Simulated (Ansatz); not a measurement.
The starting structures come from a database of crystals and need not be the phases stable at ambient conditions.

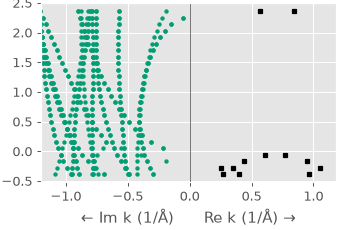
Fig. 1. Complex bands at the centre of the two-dimensional zone; r2SCAN (Ansatz, a quantum-chemistry and plane-wave program)

The gap is the functional's own. No spin-orbit coupling. Mid-gap values are interpolated on the energy grid.

Task: This is AgNO3 (R3m, not sure to be the ambient phase, 5 atoms a cell, 12.8 Å³ an atom, -4 GPa at this level) along the normal of (100). Read off the slowest decay at the centre of the two-dimensional zone at 1.04 eV, the computed energy nearest the middle of the gap.

Result: κ ≈ 0.38 1/Å, a decay length 1/(2κ) of the density of 1.3 Å.
